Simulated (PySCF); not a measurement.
# TiCl (quartet): what the fields show

```xyz
2

Ti    0.0000    0.0000   -0.9535
Cl    0.0000    0.0000    1.3075
```

Level of theory: PySCF, PBE0/x2c-TZVPPall, spin-free X2C-1e, Gaussian nucleus, at a bond length of 2.261 Å.

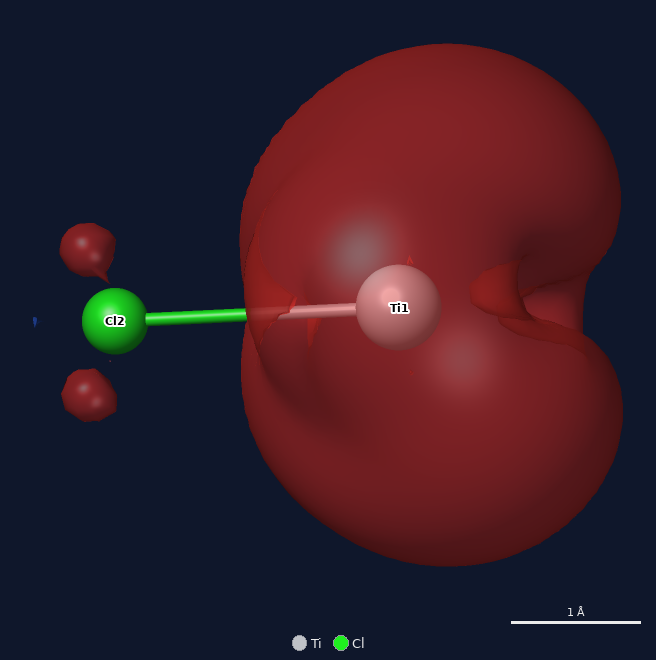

Figure 1. Isosurfaces of the spin density (α minus β) at +0.02 (red) and −0.02 e/Å³ (blue), seen from one side.

Question: Where is the unpaired spin?

Answer: The unpaired spin (3 electrons) lies mostly on Ti1 (about 3.0), in electrons by Hirshfeld's partition.

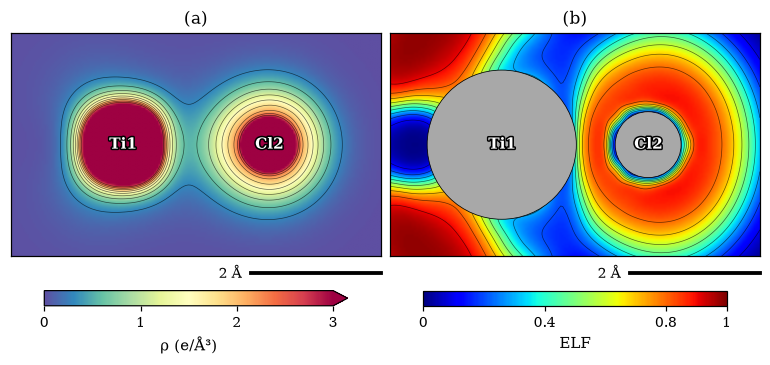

Figure 2. (a) total electron density; (b) electron localisation function on a plane that holds the molecular axis. Grey discs cover the atomic cores in the ELF map.

Question: Interpret the plot.

Answer: The plane passes through Ti and Cl nuclei. Ti–Cl (2.26 Å): the density is about 0.59 e/Å³ at the midpoint; the ELF peaks at about 0.85 in the valence shell of Cl, 0.8 Å from its nucleus, and is about 0.40 at the midpoint.

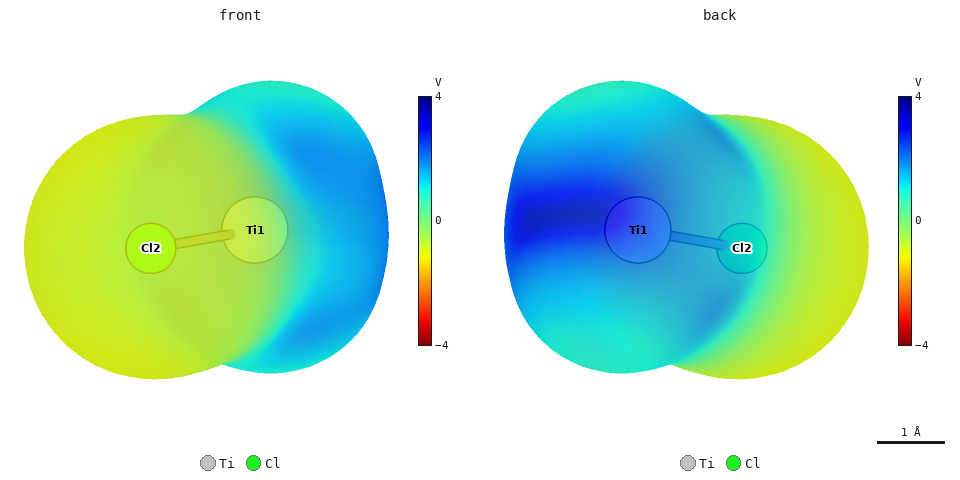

Figure 3. The molecular electrostatic potential painted on the density surface at 0.002 e/bohr³, seen from the front and from behind; the colour scale runs from red (negative) to blue (positive).

Question: Where is the surface potential most negative and most positive?

Answer: The most negative region (about −1.1 V) lies over Cl2, the most positive (about +3.5 V) over Ti1.
